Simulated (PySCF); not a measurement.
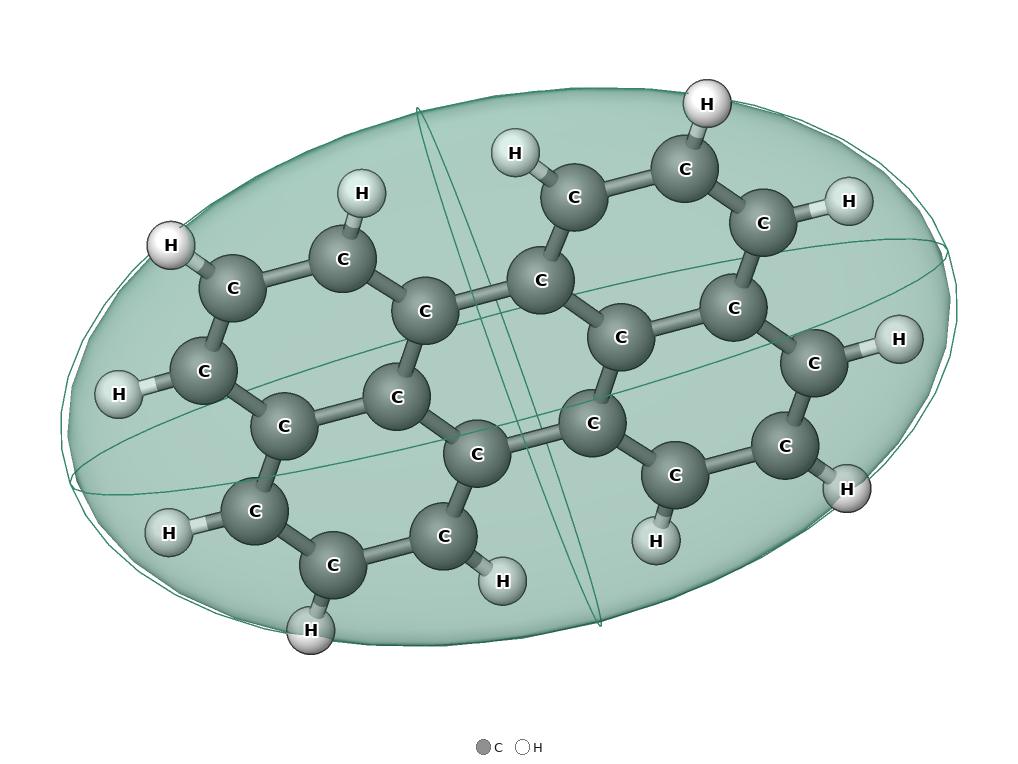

The ellipsoid shows the static dipole polarisability: its half-axes are proportional to the principal values. The geometry was computed by an optimisation with GFN2-xTB. No frequency run is at hand to confirm it as a minimum. Method: CAM-B3LYP/6-31G* (PySCF 2.14.0).

How large and how anisotropic is the polarisability?

Principal values 57.5, 257.3, 324.0 bohr³; mean 212.9 bohr³ (31.55 Å³); anisotropy 240.2 bohr³, so the longest axis is 5.63 times the shortest.
